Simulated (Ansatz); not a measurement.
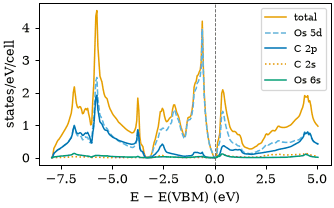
Figure. Total and projected density of states of OsC (zinc blende, F-43m), DFT-PBEsol in the program Ansatz with PAW potentials

**Question.** Which orbitals carry the states next to the gap?

**Answer.** Top 1 eV of the valence band: Os 5d 93 %. Bottom 1 eV of the conduction band: Os 5d 63 %, C 2p 21 %, outside the projected shells 6 %. Projections are on Löwdin-orthogonalised atomic valence shells; empty p or d shells of many metals are not among them.

**Question.** Where is the tallest occupied peak in this window, and what makes it?

**Answer.** Near -5.8 eV, about 4.5 states/eV per cell; the largest projected share is Os 5d.

The start of the workflow was typed in or built on a structure type; neither database checked (COD, Materials Project) lists it. Its standing as an ambient phase is unchecked. Symmetry was held in the PBEsol relaxation. At this level the phase is mechanically unstable. No spin polarisation was allowed. Its formation energy is positive at this level, so the cell may be metastable or incomplete. Scalar-relativistic: spin–orbit coupling is off unless named, which matters more the heavier the elements.

Potentials: the earlier of the program's two PAW sets. The files were generated under PBE; for other functionals the program regenerates the frozen cores, and for LDA and PBEsol the local potential too.
